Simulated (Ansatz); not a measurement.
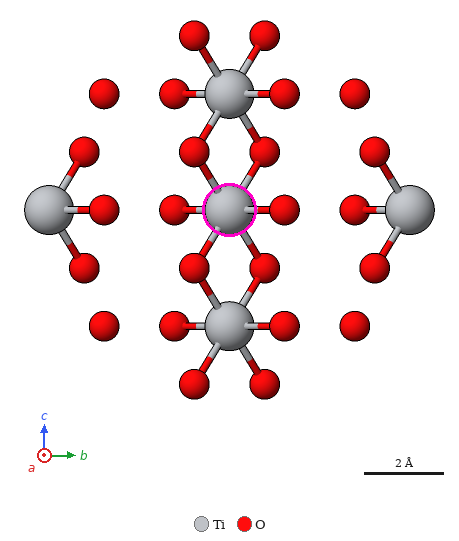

Perfect TiO2. The picture is a ball-and-stick view of the atoms within 5.3 Å of one point, in a slice 4.2 Å thick across the line of sight, seen along the a axis.

Theory: Ansatz, DFT, PBE, plane-wave PAW, default files, scalar-relativistic. (plane-wave cutoff 420 eV; k-point mesh 3 × 3 × 2; occupations fermi dirac; smearing width 0.01 eV; collinear spin) The axes drawn are those of the host's conventional cell.

A titanium atom is replaced by bismuth at the ringed place, in charge state 0. The supercell has 36 sites, and the atoms are relaxed at the host's cell.

### How do the neighbours respond?

In the host the Ti atom has 6 O at 1.95 to 1.98 Å; the Bi atom ends with 6 O at 2.08 to 2.15 Å. Of the host's atoms, an oxygen atom moves furthest from its site, by 0.21 Å. The cell's net moment is 0.32 μB. Relaxing the atoms from the host's sites lowers the energy by 1.90 eV.

The relaxed defect, seen from the same direction:

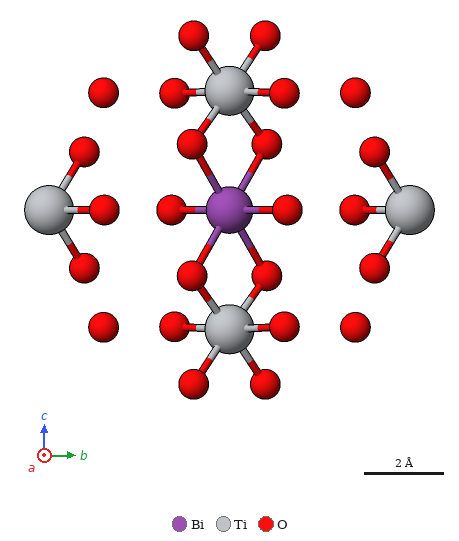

Limits of the set-up: the periodic images lie only 6.5 Å apart, so the values are limited by the cell's size.
